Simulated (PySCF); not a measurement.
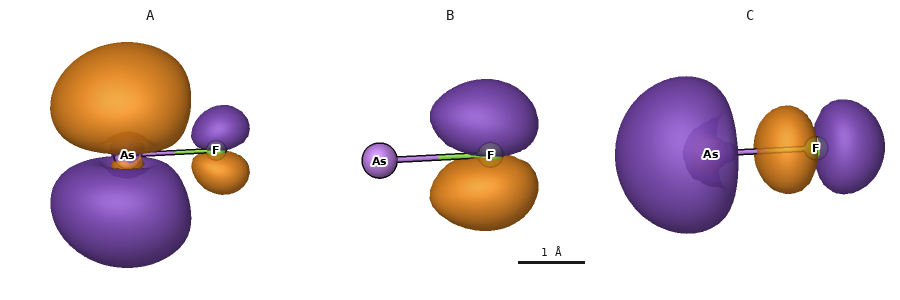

The picture shows: AsF (triplet). Three frontier β-spin orbitals, each drawn at the value that holds 80 % of its norm (orange and purple are the two phases), in no order; of a degenerate pair one member is drawn.

All numbers below come from PySCF 2.14.0, PBE0/6-31G(d,p), non-relativistic, at a bond length of 1.753 Å.

Name the orbitals and rank them from lowest to highest energy.

Orbital B: π, occupied in this spin, −11.32 eV; mainly on F (90 %).
Orbital C: σ, occupied in this spin, −11.02 eV; shared between the atoms (As 60 %, F 40 %).
Orbital A: π, empty in this spin, −2.60 eV; mainly on As (90 %).
